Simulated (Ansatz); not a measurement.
Results of PBE-D3(BJ) in Ansatz (PAW) for rutile TiO2.

Numerical settings: plane-wave cutoff 520 eV, 8×8×12 k mesh (along the axes of the cell as run), Fermi–Dirac smearing 0.01 eV, no spin polarisation, scalar-relativistic PAW data made under PBE.

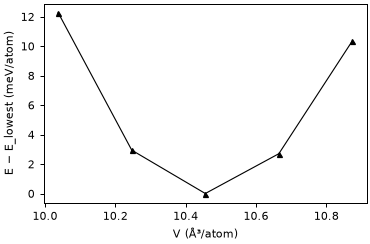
Total energy against volume

Problem. From the curve, estimate the equilibrium volume and the bulk modulus.

Solution. V0 ≈ 10.5 Å³/atom and B0 ≈ 220 GPa; the fit gives V0 = 10.456 Å³/atom, B0 = 215 GPa, B′ = 5.3.

Shape and atoms are relaxed at each volume.

Measured, for comparison: bulk modulus 212 ± 1 GPa (room temperature, no zero-point or thermal correction, adiabatic, from measured elastic constants, our sources range from 210 to 239; as tabulated in Elasticity of TiO2 rutile to 1800 K). Computed (rounded) less measured: bulk modulus not scored (sources differ).

Note: the bulk modulus comes from volumes at which shape and atoms were relaxed.

The computed numbers hold no vibrational or temperature effects.

Computing time: very roughly 7 core-minutes.

Ansatz is a program for electronic structure.
